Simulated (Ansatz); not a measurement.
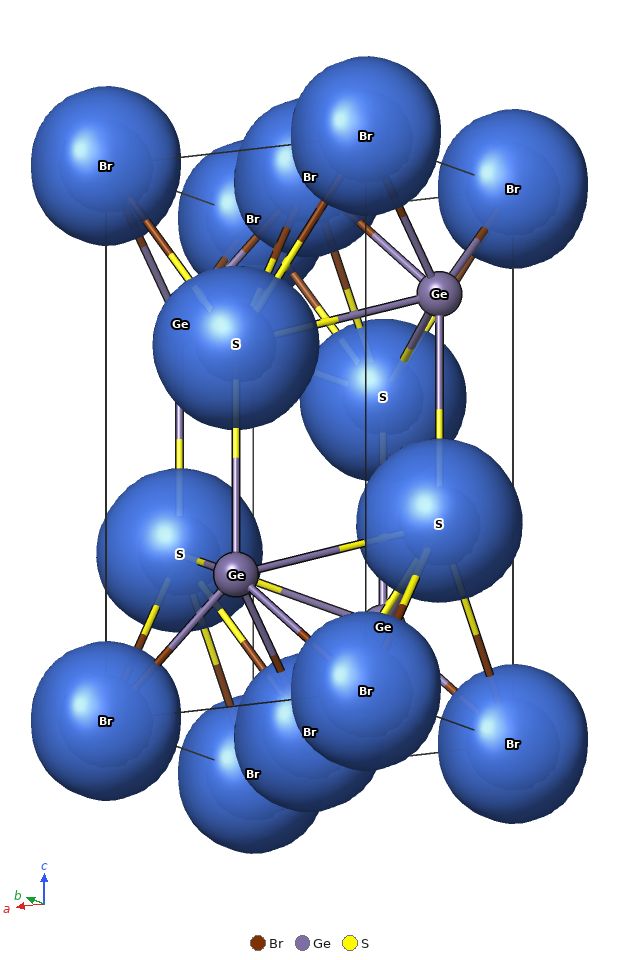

Figure. GeSBr. Isosurface of the ELF at 0.75 (blue), seen at an oblique angle. Core shells are left out. Sticks mark near contacts.

Space group P4/nmm; built by placing these elements on a known structure type; not relaxed (largest force 1.2 eV/Å).

Theory: DFT, PAW plane waves, PBE in Ansatz 0.2.0.

Core electrons are frozen (PAW), and the valence fields are smoothed inside the atomic spheres.

```cif
data_structure
_symmetry_space_group_name_H-M 'P 1'
_symmetry_Int_Tables_number 1
_cell_length_a 4.2548
_cell_length_b 4.2548
_cell_length_c 8.0778
_cell_angle_alpha 90.000
_cell_angle_beta 90.000
_cell_angle_gamma 90.000
_cell_volume 146.24
loop_
_atom_site_label
_atom_site_type_symbol
_atom_site_fract_x
_atom_site_fract_y
_atom_site_fract_z
_atom_site_occupancy
Br1 Br 0.00000 0.00000 0.00000 1
Br2 Br 0.50000 0.50000 0.00000 1
Ge1 Ge 0.50000 0.00000 0.23700 1
Ge2 Ge 0.00000 0.50000 0.76300 1
S1 S 0.50000 0.00000 0.65200 1
S2 S 0.00000 0.50000 0.34800 1
```

What do the ELF domains correspond to?

Answer. The surface consists of two regions wrapped around Br (the valence shell of each) and two regions wrapped around S (the valence shell of each), counted in one cell of 6 atoms. Regions shared between cells count once.

Values along the shortest contacts:
Ge–Br (2.86 Å): the ELF is about 0.35 at the midpoint. Ge–S (3.14 Å): the ELF peaks at about 0.85 in the valence shell of S, 0.8 Å from its nucleus, and drops to about 0.25 between the two atoms.
